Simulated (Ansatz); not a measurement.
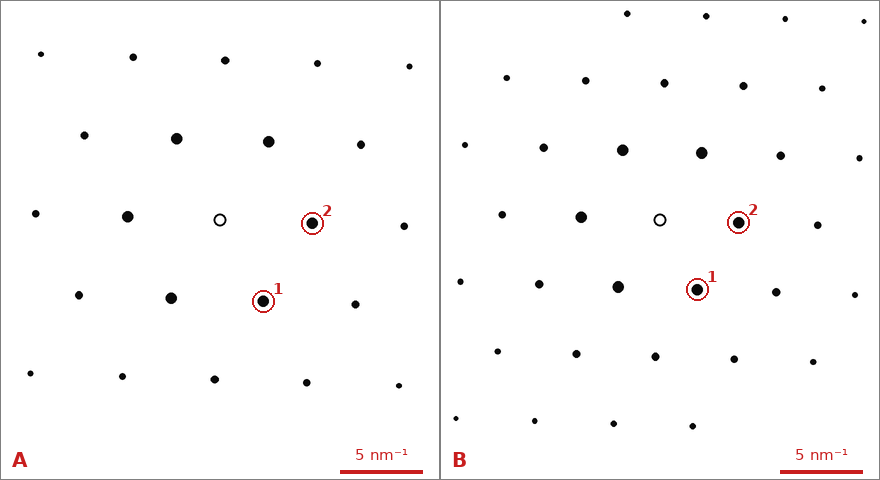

Kinematic electron diffraction patterns (200 kV, B = 0.5 Å², same scale) along [111] of the run's own cell, for the start and the end of one relaxation of Bi2Cl3 with DFT PBE, scalar-relativistic, plane waves, PAW (Ansatz 0.2.0). k mesh 12×12×12. The start is a generated model structure, and the relaxation ends in the nearest stationary point of its symmetry, not necessarily the ground state. Spot 1 is 0 -1 1 and spot 2 is 1 -1 0 in both.

Start structure:

```yaml
crystal:
  lattice:
    - [2.06402, 1.19166, 9.56778]
    - [-2.06402, 1.19166, 9.56778]
    - [0.00000, -2.38332, 9.56778]
  atoms:
    - { symbol: Bi, position: [0.40000, 0.40000, 0.40000] }
    - { symbol: Bi, position: [0.60000, 0.60000, 0.60000] }
    - { symbol: Cl, position: [0.00000, 0.00000, 0.00000] }
    - { symbol: Cl, position: [0.20950, 0.20950, 0.20950] }
    - { symbol: Cl, position: [0.79050, 0.79050, 0.79050] }
```

Which pattern belongs to the start structure, and which to the relaxed one?

B is the start: its cell gives d(1) = 2.064 Å, d(2) = 2.064 Å and an angle of 60.0°. A is the relaxed structure, with d(1) = 1.768 Å (-14.4 %), d(2) = 1.768 Å (-14.4 %) and 60.0°.

Summarise the relaxation behind the change.

The volume changed by -1.5 % to 27.82 Å³ an atom; with the mean shift removed, the atoms moved by up to 0.14 Å relative to the cell (Cl most); the space group stayed R-3m (No. 166); the free energy fell by 280 meV an atom. Relaxed cell: a = 13.012 Å, b = 13.012 Å, c = 13.012 Å, α = 15.62°, β = 15.62°, γ = 15.62°.
